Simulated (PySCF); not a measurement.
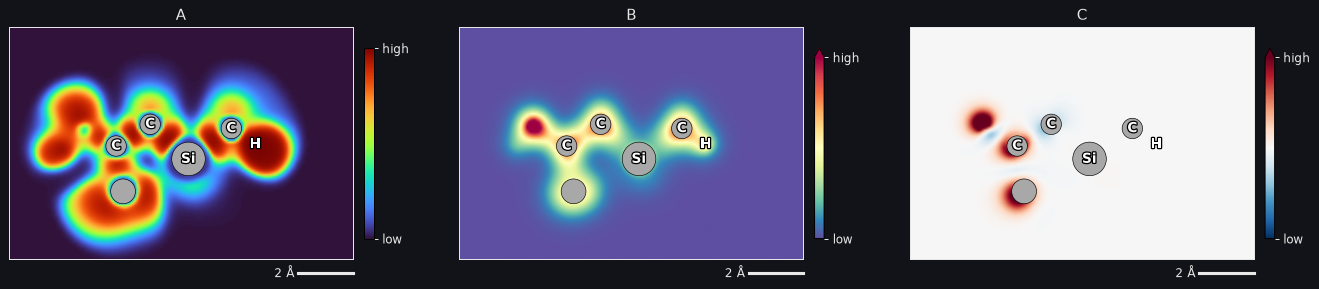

C4H11NSSi (charge −1, doublet): 3 fields on the plane of atoms C3, Si2 and C4, with unlabelled colour scales. Grey discs cover the atomic cores.

Geometry: GFN2-xTB.

The calculation used PySCF, UKS B3LYP, pcH-1 on C H N S Si, non-relativistic, mean-field spin-orbit, GIAO.

The panels show electron density, electron localisation function and spin density in some order. Assign them.

Answer. Panel A: electron localisation function. Panel B: electron density. Panel C: spin density (confined to the atoms that carry the unpaired spin). From the grid: C–C (1.49 Å): the density is about 1.7 e/Å³ at the midpoint; the ELF peaks at about 0.95 between the atoms: a covalent bond. C–Si (1.90 Å): ρ is about 0.93 e/Å³ halfway; the ELF peaks at about 0.95 between the atoms (a shared electron pair).
